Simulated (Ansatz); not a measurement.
bcc Ca (high-temperature phase) was calculated with rVV10 (plane waves, PAW; Ansatz, a program for electronic structure).

Settings: plane-wave cutoff 520 eV, 18×18×18 k mesh, Fermi–Dirac smearing 0.05 eV, scalar-relativistic PAW data made under PBE.

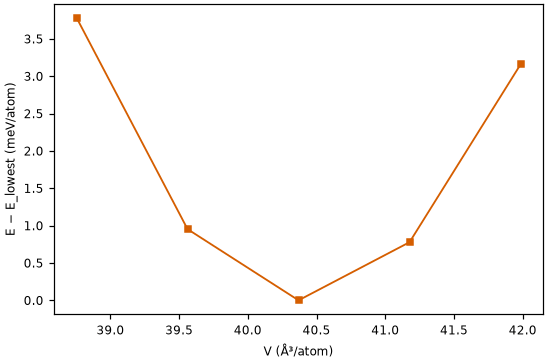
Fig. 1. Total energy against volume

From the curve, estimate the equilibrium volume and the bulk modulus.

V0 ≈ 40.4 Å³/atom and B0 ≈ 17 GPa; the fit gives V0 = 40.399 Å³/atom, B0 = 17.1 GPa, B′ = 3.0.

Note: symmetry holds this phase in the static calculation, where it need not be a minimum.

The computed numbers hold no vibrational or temperature effects.
